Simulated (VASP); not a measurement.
Band structure of SbPt (space group P6_3/mmc). Level of theory: PBEsol GGA, VASP's PBE PAW potentials (set 64) (plane waves; VASP).

Unless said otherwise, spin-orbit coupling is left out, though it shifts the bands of the heavy elements here.

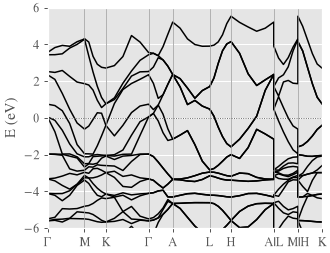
Figure. Bands along high-symmetry lines, zero at the valence-band maximum or, without a gap, the Fermi level

Task: Read the plot: is there a gap, and where are the band edges?

Result: It has no gap at this level: it comes out as a metal or semimetal.

The structure comes from a measured SbPt entry of the Crystallography Open Database, whose conditions weren't checked. The cell was not relaxed at this level. The k-mesh is coarse (spacing up to 0.38 per Å, 2π included), so the numbers may not be converged in it.
